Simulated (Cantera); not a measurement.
Charge: 1 mol Ti(OiPr)4, 0.57 mol C3H8, at 0.133 bar.

Equilibrium computed with Cantera from the NASA thermochemical tables; the gas is ideal and each condensed phase is pure. Candidate condensed phases: C, C6H6, C7H8, C8H18, H2O, Ti, TiC, TiO, TiO2, Ti2O3, Ti3O5, Ti4O7; 113 gas species. The feed counts by its element totals alone. TiC: taken at fixed stoichiometry. Rates play no part.

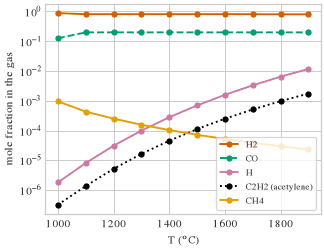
*Equilibrium gas composition (values under 1e-9 drawn at 1e-9)*

At 1000 °C the condensed part is C(graphite) + Ti3O5(s). From 1100 °C to 1900 °C the condensed part is C(graphite) + TiC(s).
